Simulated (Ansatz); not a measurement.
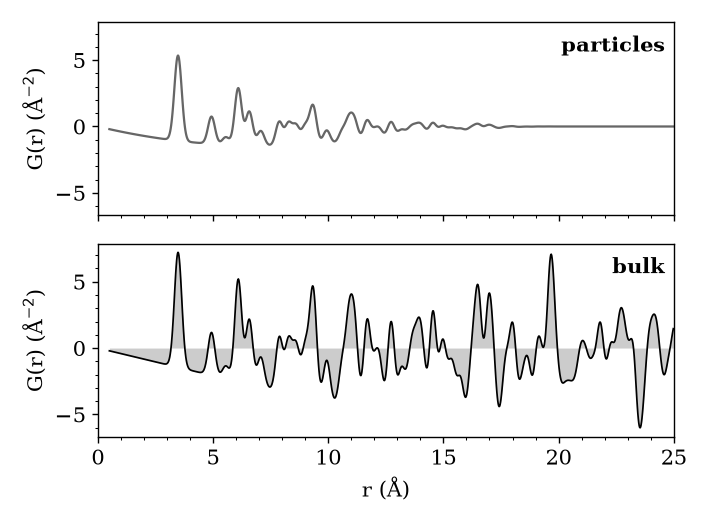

Simulated X-ray pair distribution function, G(r) = R(r)/r − 4πρ₀r, summed over the atomic distances of the structure with each pair weighted by the product of the atomic numbers (X-ray weights at Q = 0); every distance is a Gaussian of σ = 0.15 Å, for spherical particles of Lu with the bulk structure: the bulk G(r) is multiplied by the envelope of a sphere of diameter D, 1 − 3r/2D + r³/2D³, with no surface relaxation. The number density is 0.0331 atoms per Å³. It is based on the input geometry of an electronic-structure calculation (not necessarily at equilibrium).

How large are the particles?

Answer. About 20 Å (2.0 nm): the signal is half of the bulk amplitude at r ≈ 6.9 Å and vanishes at r = D, fading from view somewhat earlier.

Roughly how many atoms does one particle hold?

Answer. About 140 (number density 0.0331 Å⁻³ times πD³/6).
